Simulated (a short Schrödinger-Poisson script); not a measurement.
Stack: MOS inversion layer, SiO2 on p-type Si(100), at 400 K.

```tsv
layer	material	thickness (nm)	Na (cm⁻³)
1	SiO2	4	-
2	Si	540	6.2e17
```

The device is made up for the run: typed textbook-type constants, with dimensions and the other settings drawn at random. SiO2: permittivity 3.9, conduction-band edge (eV) 3.15, gap (eV) 9, electron mass (mₑ) 0.5. Si: permittivity 11.7, conduction-band edge (eV) 0, gap (eV) 1.124, Nv at 300 K (cm⁻³) 3.1e19.

Channel valleys (confinement mass, in-plane density-of-states mass, number): Δ2 0.916, 0.19, 2; Δ4 0.19, 0.417, 4. At the gate the conduction-band edge of layer 1 lies 3.55 eV − eVg above the Fermi level of the channel; the field vanishes at the back. Gaps are held at their typed values at every temperature. Mesh 0.03 nm at interfaces.

From a short Schrödinger-Poisson script (our own, NumPy): 1D Poisson equation in equilibrium, electrons quantum, Hartree (BenDaniel-Duke, 12 states a valley, the channel's in-plane mass for all, wave functions free to enter the dielectric), parabolic valleys, classical holes, full ionisation, no traps, pinning or gate leakage.

Only gate voltages with over 1e8 electrons/cm² are shown.

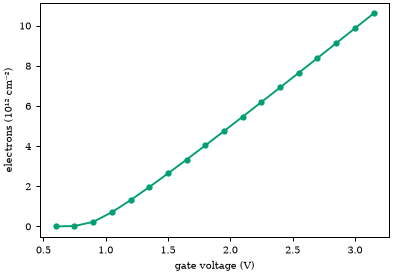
Figure: Sheet density against gate voltage

| Vg (V) | electrons (cm⁻²) | C (μF/cm²) | Δ2 E0 (meV) | Δ2 E1 (meV) | Δ4 E0 (meV) | Δ4 E1 (meV) |
|---|---|---|---|---|---|---|
| 0.6 | 1.05e9 | 0.209 | 324.7 | 388.4 | 372.7 | 477.1 |
| 0.9 | 2.29e11 | 0.484 | 135.5 | 206.5 | 188.4 | 304.2 |
| 1.2 | 1.31e12 | 0.695 | 71.3 | 149.8 | 129.4 | 251.8 |
| 1.5 | 2.64e12 | 0.741 | 43.2 | 128.7 | 106.2 | 233.5 |
| 1.8 | 4.04e12 | 0.761 | 24.7 | 116.7 | 92.1 | 223.7 |
| 2.1 | 5.47e12 | 0.773 | 10.5 | 108.6 | 82.0 | 217.4 |
| 2.4 | 6.92e12 | 0.781 | -1.3 | 102.6 | 74.0 | 212.9 |
| 2.7 | 8.39e12 | 0.787 | -11.5 | 97.9 | 67.4 | 209.5 |
| 3 | 9.87e12 | 0.792 | -20.7 | 94.1 | 61.6 | 206.9 |

Subbands count from the Fermi level.
